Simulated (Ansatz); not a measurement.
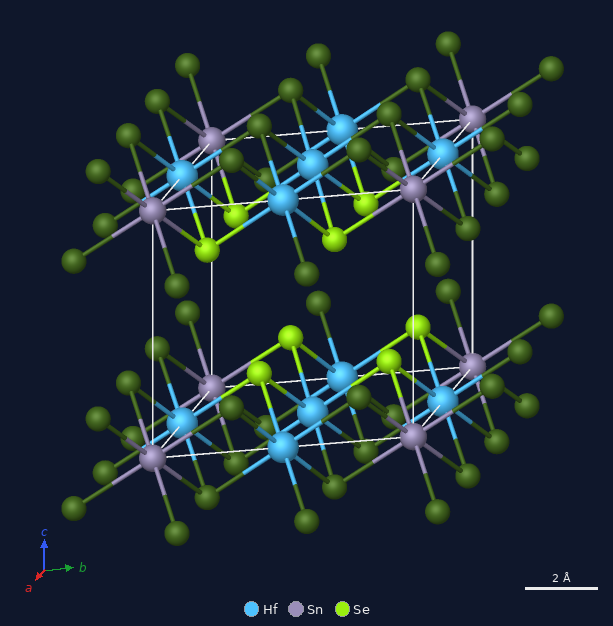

A ball-and-stick rendering, viewed slightly off an axis. The outline marks the conventional unit cell. Atoms of adjacent cells appear where they bond to atoms in the box, in fainter colours.

Hf$_{3}$SnSe$_{8}$, space group P-3m1 (No. 164), a = 7.620 Å, b = 7.620 Å, c = 7.148 Å, α = 90.00°, β = 90.00°, γ = 120.00°. The starting point was a structure type filled with these elements by a generator (whether the compound takes this form wasn't checked). Earlier steps of the study, as a rule a relaxation of our own, may have changed the cell and positions, so they can lie some per cent off the listed ones. It was the input of a calculation with Ansatz.

This one geometry was computed with Ansatz (DFT, plane waves, PAW) at three levels of theory: r2SCAN, PBEsol and PBE.

**Which level gives the highest pressure at this volume, and what does that say about its equilibrium volume?**

Highest: PBE (0.0 GPa), which points to the largest equilibrium volume. Lowest, with the smallest volume: PBEsol (-2.5 GPa). Levels within 0.5 GPa of each other can't be told apart.

**How does the band gap change with the level of theory?**

All levels give a metal.

**Collect the results in a table.**

| level | cutoff (eV) | k-mesh of the run's cell | gap (eV) | pressure (GPa) |
| --- | --- | --- | --- | --- |
| r2SCAN | 500 | 6×6×6 | metal | -1.3 |
| PBEsol | 420 | 6×6×6 | metal | -2.5 |
| PBE | 420 | 6×6×6 | metal | 0.0 |

Gaps are taken on the k-mesh or band path of each run.
